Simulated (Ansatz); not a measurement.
# One shape, several levels: BCl2F (SMILES FB(Cl)Cl)

We compute a comparison of 6 runs (B2PLYP/STO-3G, PBE/STO-3G, UB3LYP/STO-3G, CCSDT(Q)/STO-3G, CCSDT/STO-3G, UCCSD(T)/STO-3G) of BCl2F. 

Program for the calculation: Ansatz 0.2.0.

67 further runs of the same task are left out: 4 that didn't finish, 63 set aside as unsound or not needed.

## Step 1: The structure to begin with

BCl2F has 4 atoms, charge 0, and is taken as a singlet. SMILES: `FB(Cl)Cl`. The B2–F1 distance was set to 2.620 Å, away from the relaxed value. At this shape a bond of the SMILES string is far longer than usual.

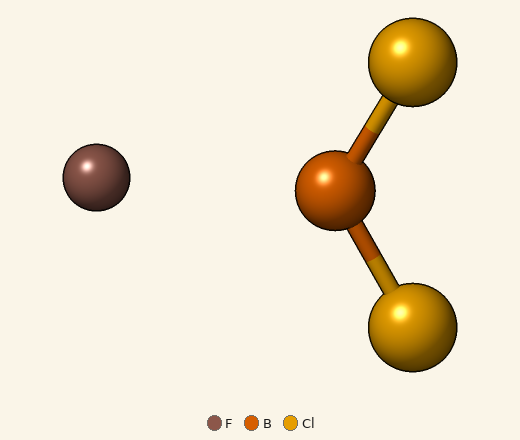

Viewed from a chosen angle; fluorine brown, boron orange, chlorine amber.

## Step 2: The energy at B2PLYP/STO-3G (run 1)

Input file job.yaml:

```yaml
crystal:
  periodic: [false, false, false]
  atoms:
    - {symbol: F, position_ang: [0.220827, -2.249997, -1.508318]}
    - {symbol: B, position_ang: [0.007910, -0.080610, -0.054040]}
    - {symbol: Cl, position_ang: [-1.549540, 0.373780, 0.571420]}
    - {symbol: Cl, position_ang: [1.427260, 0.872140, 0.263810]}
basis:
  gaussian: {orbitals: STO-3G}
hamiltonian: {xc: {name: B2PLYP}}
correlation: {frozen_orbitals: {B: 1, Cl: 5, F: 1}}
accuracy: high
```

Run with:

```console
ansatz run job.yaml --threads 1 --pin off --max-ram 3480MiB --events-out events.jsonl --progress --plain --runs-dir runs
```

Output:

```text
Warning: RAYON_NUM_THREADS=1 ignored (pool sized by the plan → 1); use --threads N
Functional definition: B2PLYP
  name "B2PLYP"
  parameter a = 0.53
  parameter c = 0.27
  exchange = (1 - a)*b88_x + a*exact_x
  correlation = (1 - c)*lyp_c + c*(mp2_os + mp2_ss)
499 factors; integrals over basis functions are off by at most 2.2e-8 eV
mean field evaluation 1: about -28087.5289 eV, gradient 3.2e1 eV
mean field evaluation 2: about -28087.5316 eV, gradient 3.2e1 eV
mean field evaluation 4: about -28089.6020 eV, gradient 1.4e1 eV
mean field evaluation 8: about -28099.0696 eV, gradient 1.1e0 eV
mean field evaluation 16: about -28099.0663 eV, gradient 1.1e-4 eV
mean field evaluation 32: about -27961.7852 eV, gradient 1.6e1 eV
mean field -28099.06627610 eV, -1032.6216394155 hartree, gradient 2.9e-8 eV, S^2 0.000000; 0 other end points of the search recorded, 0 dependent functions left out; unrestricted orbitals would lower it
12 core orbitals not correlated: weight in the atoms' cores, before any rotation towards them, 1.000 or more for the frozen orbitals, at most 0.000 for the correlated occupied ones
reference -28099.06629300 eV, -1032.6216400365 hartree; 12, 12 occupied and 4, 4 virtual orbitals, 499 factors
second order -6.91628842 eV of doubles, -0.00000000 eV of singles
Total energy: -28100.93369087 eV, -1032.6902656425 hartree
```

Run time: 2.3 s. Hardware: 1 thread of Arm Neoverse V1, shared host; peak memory 0.12 GiB.

## Step 3: The energy at PBE/STO-3G (run 2)

Input file run.yaml:

```yaml
crystal:
  periodic: [false, false, false]
  atoms:
    - {symbol: F, position_ang: [0.220827, -2.249997, -1.508318]}
    - {symbol: B, position_ang: [0.007910, -0.080610, -0.054040]}
    - {symbol: Cl, position_ang: [-1.549540, 0.373780, 0.571420]}
    - {symbol: Cl, position_ang: [1.427260, 0.872140, 0.263810]}
basis:
  gaussian:
    orbitals: STO-3G
accuracy: high
hamiltonian:
  xc: {name: PBE}
```

Run with:

```console
ansatz run run.yaml --threads 1 --pin off --max-ram 3480MiB --events-out events.jsonl --progress --plain --runs-dir runs
```

Output:

```text
Warning: RAYON_NUM_THREADS=1 ignored (pool sized by the plan → 1); use --threads N
Functional definition: PBE
  name "PBE"
  parameter kappa = 0.804
  parameter beta = 0.06672455060314922
  exchange = pbe_x(kappa = kappa, mu = beta*pi^2/3)
  correlation = pbe_c(beta = beta)
499 factors; integrals over basis functions are off by at most 2.2e-8 eV
mean field evaluation 1: about -28090.0519 eV, gradient 3.7e1 eV
mean field evaluation 2: about -27744.7111 eV, gradient 6.2e1 eV
mean field evaluation 4: about -28087.0151 eV, gradient 1.8e1 eV
mean field evaluation 8: about -28099.5596 eV, gradient 3.7e-2 eV
mean field evaluation 16: about -28080.4080 eV, gradient 2.3e1 eV
mean field evaluation 32: about -28087.6162 eV, gradient 6.8e1 eV
mean field -28099.52720191 eV, -1032.6385781267 hartree, gradient 8.4e-9 eV, S^2 0.000000; 2 other end points of the search recorded, 0 dependent functions left out
reference -28099.52720344 eV, -1032.6385781829 hartree; 24, 24 occupied and 4, 4 virtual orbitals, 499 factors
Total energy: -28099.52720344 eV, -1032.6385781829 hartree
```

Run time: 2 s. Hardware: 1 thread of Arm Neoverse V1, shared host; peak memory 0.1 GiB.

## Step 4: The energy at UB3LYP/STO-3G (run 3)

Input file molecule.yaml:

```yaml
crystal:
  periodic: [false, false, false]
  atoms:
    - {symbol: F, position_ang: [0.220827, -2.249997, -1.508318]}
    - {symbol: B, position_ang: [0.007910, -0.080610, -0.054040]}
    - {symbol: Cl, position_ang: [-1.549540, 0.373780, 0.571420]}
    - {symbol: Cl, position_ang: [1.427260, 0.872140, 0.263810]}
basis:
  gaussian:
    orbitals: STO-3G
magnetization:
  spin_polarized: true
  initial_magnetization: 0
hamiltonian:
  xc: {name: B3LYP}
accuracy: high
```

Run with:

```console
ansatz run molecule.yaml --threads 1 --pin off --max-ram 3480MiB --events-out events.jsonl --progress --plain --runs-dir runs
```

Output:

```text
Warning: RAYON_NUM_THREADS=1 ignored (pool sized by the plan → 1); use --threads N
Functional definition: B3LYP
  name "B3LYP"
  parameter a0 = 0.2
  parameter ax = 0.72
  parameter ac = 0.81
  exchange = (1 - a0 - ax)*slater_x + ax*b88_x + a0*exact_x
  correlation = (1 - ac)*vwn_rpa_c + ac*lyp_c
499 factors; integrals over basis functions are off by at most 2.2e-8 eV
mean field evaluation 1: about -28101.8523 eV, gradient 2.5e1 eV
mean field evaluation 2: about -27760.1948 eV, gradient 4.7e1 eV
mean field evaluation 4: about -28000.3463 eV, gradient 6.0e1 eV
mean field evaluation 8: about -28113.1607 eV, gradient 1.5e-1 eV
mean field evaluation 16: about -28113.4242 eV, gradient 1.6e0 eV
mean field evaluation 32: about -28113.3060 eV, gradient 1.6e-1 eV
mean field evaluation 64: about -28113.1616 eV, gradient 2.0e-3 eV
mean field -28114.08012436 eV, -1033.1733881624 hartree, gradient 1.6e-8 eV, S^2 0.818067; 9 other end points of the search recorded, 0 dependent functions left out
reference -28114.08015065 eV, -1033.1733891284 hartree; 24, 24 occupied and 4, 4 virtual orbitals, 499 factors
Total energy: -28114.08015065 eV, -1033.1733891284 hartree
```

It took 8.7 s on 1 thread of Arm Neoverse V1, shared host; peak memory 0.16 GiB.

Runs 4 to 5 aren't shown in full; the table further down has their settings and results.

## Step 5: The energy at UCCSD(T)/STO-3G (run 6)

Input file input.yaml:

```yaml
crystal:
  periodic: [false, false, false]
  atoms:
    - {symbol: F, position_ang: [0.220827, -2.249997, -1.508318]}
    - {symbol: B, position_ang: [0.007910, -0.080610, -0.054040]}
    - {symbol: Cl, position_ang: [-1.549540, 0.373780, 0.571420]}
    - {symbol: Cl, position_ang: [1.427260, 0.872140, 0.263810]}
basis:
  gaussian:
    orbitals: STO-3G
magnetization:
  spin_polarized: true
correlation:
  method: ccsd_t
  frozen_orbitals: {B: 1, Cl: 5, F: 1}
accuracy: high
scf:
  omitted_lower_state_checks: [cluster_reference, increment]
```

Run with:

```console
ansatz run input.yaml --threads 1 --pin off --max-ram 3480MiB --events-out events.jsonl --progress --plain --runs-dir runs
```

Output:

```text
Warning: RAYON_NUM_THREADS=1 ignored (pool sized by the plan → 1); use --threads N
[... 18 lines left out ...]
12 core orbitals not correlated: weight in the atoms' cores, before any rotation towards them, 1.000 or more for the frozen orbitals, at most 0.000 for the correlated occupied ones
[... 64 lines left out ...]
Total energy: -28070.75139738 eV, -1031.5810868152 hartree
Checks for a lower state left out: cluster_reference, increment
```

Run time: 2.2 s. Hardware: 1 thread of Arm Neoverse V1, shared host.

## Step 6: Overview of the runs

| run | level | frozen core orbitals | energy (Eh) | wall time |
| --- | --- | --- | --- | --- |
| 1 | B2PLYP/STO-3G | 12 | -1032.690266 | 2.3 s |
| 2 | PBE/STO-3G | – | -1032.638578 | 2 s |
| 3 | UB3LYP/STO-3G | – | -1033.173389 | 8.7 s |
| 4 | CCSDT(Q)/STO-3G | 12 | -1031.584349 | 1.1 s |
| 5 | CCSDT/STO-3G | 12 | -1031.584157 | 0.99 s |
| 6 | UCCSD(T)/STO-3G | 12 | -1031.581087 | 2.2 s |

## Step 7: Results

```
                                           quantity           value
                                run 6: total energy  -1031.58109 Eh
run 6: correlation energy (12 core orbitals frozen)       -59.4 mEh
                              run 6: (T) correction       -3.83 mEh
           run 6: ⟨S²⟩ of the reference determinant           0.973
                               run 6: T1 diagnostic           0.022
```

Totals of different functionals can't be ranked against each other. In runs 1, 4, 5 the log says that unrestricted orbitals would lower the reference, so the values rest on an unstable closed-shell determinant (other closed-shell runs at this shape may share the fault). In runs 1, 2, 3, 4, 5, 6 the basis is minimal, so the values are rough. Spin contamination of the reference: run 6 ⟨S²⟩ = 0.97, run 3 ⟨S²⟩ = 0.82. Where it is this large, the reference is a mixture of spin states, and values that rest on it are in doubt. All runs together took 17 s, the longest 8.7 s.
